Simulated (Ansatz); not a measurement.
AlN$_{3}$H$_{8}$: geometry relaxation (part 1 of 2)

The run: geometry relaxation of AlN$_{3}$H$_{8}$. Method and program: RKS PBE-D4/def2-SVP (Ansatz 0.2.0).

The input holds or restrains some coordinates. It belongs to a series of runs on one base structure; here: pulled along the bonds that form and break, towards end B.

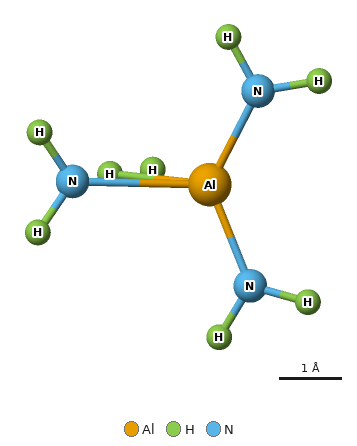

Fig. 1: The input geometry (ball-and-stick view, seen on its broad side). Sticks mark near contacts. Bond lengths as drawn: Al–H 1.95 Å, Al–N 1.78 to 2.24 Å and H–N 1.01 Å.

**Results in brief**

| quantity | value |
| --- | --- |
| outcome | converged under the restraints of the input |
| total energy | −11184.2981 eV |
| mean-field energy | −11184.1027 eV |
| largest force (length of the vector) at the end, held atoms and coordinates included | 2.806 eV/Å |
| hardware | 2 threads of Intel Xeon @ 2.90GHz (Ice Lake), 16 GiB of memory available, shared host |
| wall time | 12 s (CPU time 22 s) |
| peak memory | 0.2 GiB |

**The input**
```yaml
crystal:
  periodic: [false, false, false]
  atoms:
    - { symbol: Al, position_ang: [-0.1953, 0.2631, 0.2671] }
    - { symbol: H, position_ang: [1.043, -1.1019, 1.0497] }
    - { symbol: "N", position_ang: [0.5428, 1.8736, 0.4019] }
    - { symbol: "N", position_ang: [-1.886, -0.1873, 0.5793] }
    - { symbol: H, position_ang: [1.0475, -1.2234, 0.0718] }
    - { symbol: "N", position_ang: [0.7903, -1.062, -1.2404] }
    - { symbol: H, position_ang: [1.433, 2.1339, -0.0011] }
    - { symbol: H, position_ang: [0.2056, 2.6449, 0.959] }
    - { symbol: H, position_ang: [-2.6135, 0.3988, 0.9615] }
    - { symbol: H, position_ang: [-2.2537, -1.122, 0.4651] }
    - { symbol: H, position_ang: [1.5724, -0.7885, -1.8194] }
    - { symbol: H, position_ang: [0.3139, -1.8295, -1.6944] }
basis:
  gaussian: { orbitals: def2-SVP }
hamiltonian:
  xc: pbe
  dispersion: d4
relax:
  f_tol: 0.15
  max_steps: 25
  restrain:
    - { distance: [0, 5], at: 1.92, k: 30.0 }
    - { distance: [4, 1], at: 0.62, k: 30.0 }
    - { distance: [0, 1], at: 2.82, k: 30.0 }
    - { distance: [4, 5], at: 2.32, k: 30.0 }
output:
  orbitals: {}
```

Command:
```bash
ansatz run input.yaml --threads 2 --pin off --max-ram 3072MiB --backend cpu --events-out ev --progress --plain --runs-dir out
```

**The program's output**
```
The last accepted step is kept in [file] (removed where the run ends without a failure and the disk answers)
Engine: ansatz 0.2.0, x86_64-unknown-linux-gnu
Functional definition: PBE
  parameter kappa = 0.804
  parameter beta = 0.06672455060314922
  exchange = pbe_x(kappa = kappa, mu = beta*pi^2/3)
  correlation = pbe_c(beta = beta)
1173 factors; their error is unknown
mean field evaluation 1: about -11160.0088 eV, gradient 1.1e2 eV
mean field evaluation 2: about -11091.3427 eV, gradient 1.8e2 eV
mean field evaluation 4: about -11182.2438 eV, gradient 2.0e1 eV
mean field evaluation 8: about -11183.1682 eV, gradient 1.9e-1 eV
mean field evaluation 16: about -11183.1108 eV, gradient 8.6e-5 eV
mean field -11183.11080642 eV, -410.9717419513 hartree, gradient 1.3e-5 eV, S^2 0.000000; 0 other end points of the search recorded, 0 dependent functions left out
the calculation of the forces begins
reference -11183.11085019 eV, -410.9717435595 hartree; 21, 21 occupied and 79, 79 virtual orbitals, 1173 factors
relax step   1: F+E_penalty+E_count = -11183.31271027 eV  Δ(F+E_penalty+E_count) = +0.000e0 eV  max|allowed force component| = 1.882e0 eV/Å  E_restraint = 27.73615401 eV  max|allowed force component, restraints' pulls added| = 3.848e1 eV/Å  Δτ_max = 0.0000 Å  (28 SCF iters, accepted)
  distance Al 0 - N 5 = 2.2360 Å
  distance H 4 - H 1 = 0.9854 Å
  distance Al 0 - H 1 = 2.0023 Å
  distance H 4 - N 5 = 1.3469 Å
these checks for a lower state are left out or cut short: starts, cluster_reference, orbital_swaps, neighbouring_geometries, increment
1173 factors; their error is unknown
mean field -11183.07343210 eV, -410.9703684702 hartree, gradient 1.2e-5 eV, S^2 0.000000; 0 other end points of the search recorded, 0 dependent functions left out
the calculation of the forces begins
reference -11183.07347646 eV, -410.9703701003 hartree; 21, 21 occupied and 79, 79 virtual orbitals, 1173 factors
relax step   2: F+E_penalty+E_count = -11183.26558011 eV  Δ(F+E_penalty+E_count) = +4.713e-2 eV  max|allowed force component| = 2.134e0 eV/Å  E_restraint = 13.15101361 eV  max|allowed force component, restraints' pulls added| = 2.504e1 eV/Å  Δτ_max = 0.1933 Å  (35 SCF iters, accepted)
  distance Al 0 - N 5 = 2.1766 Å
  distance H 4 - H 1 = 0.8183 Å
  distance Al 0 - H 1 = 2.2669 Å
  distance H 4 - N 5 = 1.6376 Å
these checks for a lower state are left out or cut short: starts, cluster_reference, orbital_swaps, neighbouring_geometries, increment
1173 factors; their error is unknown
mean field evaluation 32: about -11183.3279 eV, gradient 1.2e-3 eV
mean field -11183.32790783 eV, -410.9797202808 hartree, gradient 1.1e-5 eV, S^2 0.000000; 0 other end points of the search recorded, 0 dependent functions left out
the calculation of the forces begins
reference -11183.32795207 eV, -410.9797219067 hartree; 21, 21 occupied and 79, 79 virtual orbitals, 1173 factors
relax step   3: F+E_penalty+E_count = -11183.52078867 eV  Δ(F+E_penalty+E_count) = -2.552e-1 eV  max|allowed force component| = 3.864e0 eV/Å  E_restraint = 3.89741751 eV  max|allowed force component, restraints' pulls added| = 9.839e0 eV/Å  Δτ_max = 0.1946 Å  (33 SCF iters, accepted)
  distance Al 0 - N 5 = 2.0778 Å
  distance H 4 - H 1 = 0.7033 Å
  distance Al 0 - H 1 = 2.5018 Å
  distance H 4 - N 5 = 1.9639 Å
these checks for a lower state are left out or cut short: starts, cluster_reference, orbital_swaps, neighbouring_geometries, increment
1173 factors; their error is unknown
mean field -11183.73568772 eV, -410.9947059154 hartree, gradient 9.7e-6 eV, S^2 0.000000; 0 other end points of the search recorded, 0 dependent functions left out
the calculation of the forces begins
reference -11183.73573071 eV, -410.9947074953 hartree; 21, 21 occupied and 79, 79 virtual orbitals, 1173 factors
relax step   4: F+E_penalty+E_count = -11183.92942432 eV  Δ(F+E_penalty+E_count) = -4.086e-1 eV  max|allowed force component| = 4.538e0 eV/Å  E_restraint = 0.08528828 eV  max|allowed force component, restraints' pulls added| = 3.433e0 eV/Å  Δτ_max = 0.1948 Å  (34 SCF iters, accepted)
  distance Al 0 - N 5 = 1.9111 Å
  distance H 4 - H 1 = 0.6767 Å
  distance Al 0 - H 1 = 2.7826 Å
  distance H 4 - N 5 = 2.2884 Å
these checks for a lower state are left out or cut short: starts, cluster_reference, orbital_swaps, neighbouring_geometries, increment
1173 factors; their error is unknown
mean field -11184.05669583 eV, -411.0065027458 hartree, gradient 7.3e-6 eV, S^2 0.000000; 0 other end points of the search recorded, 0 dependent functions left out
the calculation of the forces begins
reference -11184.05674022 eV, -411.0065043772 hartree; 21, 21 occupied and 79, 79 virtual orbitals, 1173 factors
relax step   5: F+E_penalty+E_count = -11184.25262094 eV  Δ(F+E_penalty+E_count) = -3.232e-1 eV  max|allowed force component| = 1.211e0 eV/Å  E_restraint = 0.34539336 eV  max|allowed force component, restraints' pulls added| = 3.452e0 eV/Å  Δτ_max = 0.1925 Å  (29 SCF iters, accepted)
  distance Al 0 - N 5 = 1.8737 Å
  distance H 4 - H 1 = 0.7645 Å
  distance Al 0 - H 1 = 2.8218 Å
  distance H 4 - N 5 = 2.3179 Å
these checks for a lower state are left out or cut short: starts, cluster_reference, orbital_swaps, neighbouring_geometries, increment
1173 factors; their error is unknown
mean field -11184.00768500 eV, -411.0047016312 hartree, gradient 7.8e-6 eV, S^2 0.000000; 0 other end points of the search recorded, 0 dependent functions left out
the calculation of the forces begins
reference -11184.00772822 eV, -411.0047032192 hartree; 21, 21 occupied and 79, 79 virtual orbitals, 1173 factors
relax step   6: F+E_penalty+E_count = -11184.20620525 eV  Δ(F+E_penalty+E_count) = +4.642e-2 eV  max|allowed force component| = 2.247e0 eV/Å  E_restraint = 0.17088909 eV  max|allowed force component, restraints' pulls added| = 6.802e-1 eV/Å  Δτ_max = 0.1998 Å  (33 SCF iters, accepted)
  distance Al 0 - N 5 = 1.8777 Å
  distance H 4 - H 1 = 0.7170 Å
  distance Al 0 - H 1 = 2.8332 Å
  distance H 4 - N 5 = 2.3235 Å
these checks for a lower state are left out or cut short: starts, cluster_reference, orbital_swaps, neighbouring_geometries, increment
1173 factors; their error is unknown
mean field evaluation 64: about -11184.1347 eV, gradient 7.2e-6 eV
mean field -11184.13473783 eV, -411.0093707365 hartree, gradient 7.2e-6 eV, S^2 0.000000; 0 other end points of the search recorded, 0 dependent functions left out
the calculation of the forces begins
reference -11184.13478100 eV, -411.0093723230 hartree; 21, 21 occupied and 79, 79 virtual orbitals, 1173 factors
relax step   7: F+E_penalty+E_count = -11184.33214965 eV  Δ(F+E_penalty+E_count) = -1.259e-1 eV  max|allowed force component| = 1.295e0 eV/Å  E_restraint = 0.25347581 eV  max|allowed force component, restraints' pulls added| = 2.356e0 eV/Å  Δτ_max = 0.1954 Å  (28 SCF iters, accepted)
  distance Al 0 - N 5 = 1.8785 Å
  distance H 4 - H 1 = 0.7428 Å
  distance Al 0 - H 1 = 2.8129 Å
  distance H 4 - N 5 = 2.3270 Å
these checks for a lower state are left out or cut short: starts, cluster_reference, orbital_swaps, neighbouring_geometries, increment
1173 factors; their error is unknown
mean field -11184.10261798 eV, -411.0081903538 hartree, gradient 7.9e-6 eV, S^2 0.000000; 0 other end points of the search recorded, 0 dependent functions left out
the calculation of the forces begins
reference -11184.10266163 eV, -411.0081919577 hartree; 21, 21 occupied and 79, 79 virtual orbitals, 1173 factors
relax step   8: F+E_penalty+E_count = -11184.29807651 eV  Δ(F+E_penalty+E_count) = +3.407e-2 eV  max|allowed force component| = 2.761e0 eV/Å  E_restraint = 0.14930791 eV  max|allowed force component, restraints' pulls added| = 1.377e-1 eV/Å  Δτ_max = 0.2000 Å  (33 SCF iters, accepted)
```

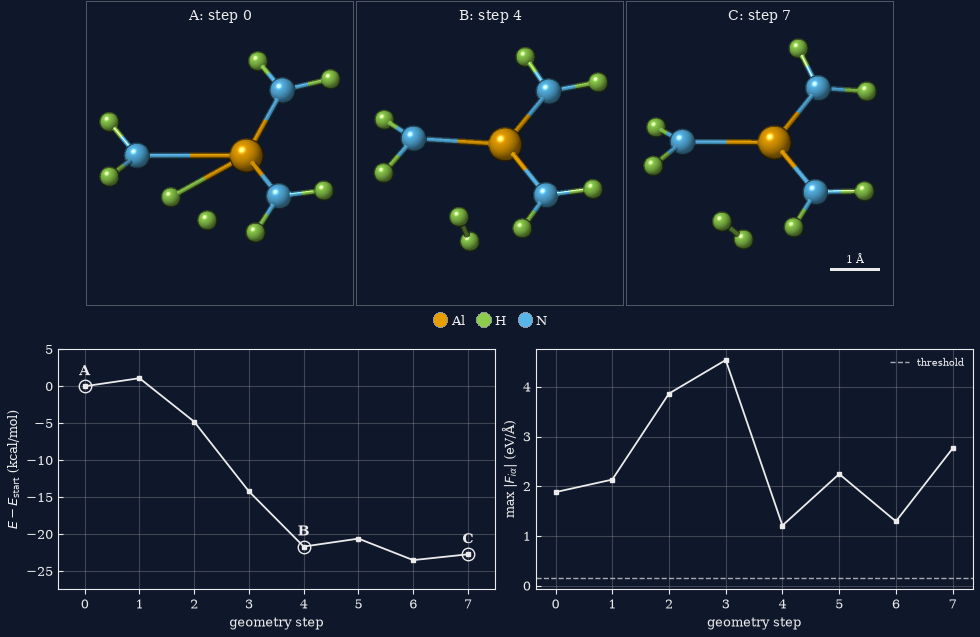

Fig. 2: Frames of the restrained relaxation (ball-and-stick view, seen at a tilt) above the curves, on which the letters mark them (the first geometry is step 0 here and step 1 in the log).

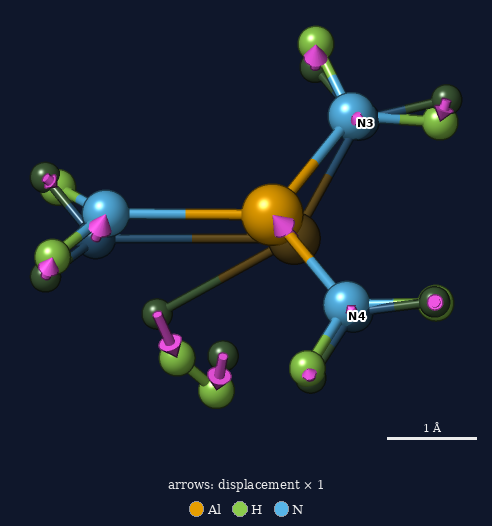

Fig. 3: Start (faint) and end (solid) with the displacements as pink arrows, at true length (ball-and-stick view, seen at a tilt). The two geometries are laid on each other by the best rigid fit. The largest move after the best rigid fit is that of H5, 0.69 Å. Largest moves by element: H 0.69 Å, Al 0.44 Å, N 0.39 Å. Among the contacts that change: Al1–H5 1.947 → 2.449 Å, Al1–N6 2.236 → 1.875 Å, H2–H5 0.985 → 0.709 Å, N3–H7 1.011 → 1.021 Å. New bonds form: H2–H5 (0.99 → 0.71 Å). Among the angles that change: N4–Al1–N6 112.8° → 119.4°, N3–Al1–N4 127.7° → 121.6°, N3–Al1–N6 113.9° → 118.8°. Over 7 geometry steps the energy falls by 22.7 kcal/mol. The largest force component goes from 1.9 to 2.8 eV/Å. (Atoms are counted from 1 in the order of the input.)

```
  distance Al 0 - N 5 = 1.8751 Å
  distance H 4 - H 1 = 0.7089 Å
  distance Al 0 - H 1 = 2.8251 Å
  distance H 4 - N 5 = 2.3236 Å
1173 factors; their error is unknown
mean field -11184.10261798 eV, -411.0081903538 hartree, gradient 9.6e-6 eV, S^2 0.000000; 1 other end points of the search recorded, 0 dependent functions left out
the calculation of the forces begins
reference -11184.10266163 eV, -411.0081919577 hartree; 21, 21 occupied and 79, 79 virtual orbitals, 1173 factors
Total energy: -11184.29812015 eV, -411.0153749261 hartree
Atom 0 at    -0.265040     0.296908    -0.163628 Å, force     0.649585    -0.734187    -1.128655 eV/Å
Atom 1 at     1.358680    -1.407138     1.398806 Å, force     0.499749     0.045851     2.760905 eV/Å
Atom 2 at     0.506656     1.845647     0.275554 Å, force     0.006658     0.014461     0.060215 eV/Å
Atom 3 at    -1.864994    -0.164041     0.473838 Å, force    -0.027755    -0.050553     0.030066 eV/Å
Atom 4 at     1.240209    -1.431228     0.700314 Å, force    -0.412904    -0.150779    -2.556090 eV/Å
Atom 5 at     0.571065    -0.800452    -1.433571 Å, force    -0.762169     0.817303     0.871706 eV/Å
Atom 6 at     1.239177     2.311863    -0.261952 Å, force    -0.010465    -0.035385    -0.007975 eV/Å
Atom 7 at     0.268727     2.410373     1.092318 Å, force    -0.002893     0.003458    -0.003754 eV/Å
Atom 8 at    -2.462365     0.420454     1.059697 Å, force    -0.000227     0.037989    -0.024685 eV/Å
Atom 9 at    -2.311346    -1.071096     0.331512 Å, force     0.017308    -0.025293     0.017106 eV/Å
Atom 10 at     1.575753    -0.782132    -1.618032 Å, force    -0.026557    -0.004411    -0.039373 eV/Å
Atom 11 at     0.143478    -1.629458    -1.854756 Å, force     0.069670     0.081545     0.020535 eV/Å
Dipole moment:    -0.032456    -0.003099     0.084029 e Å
```
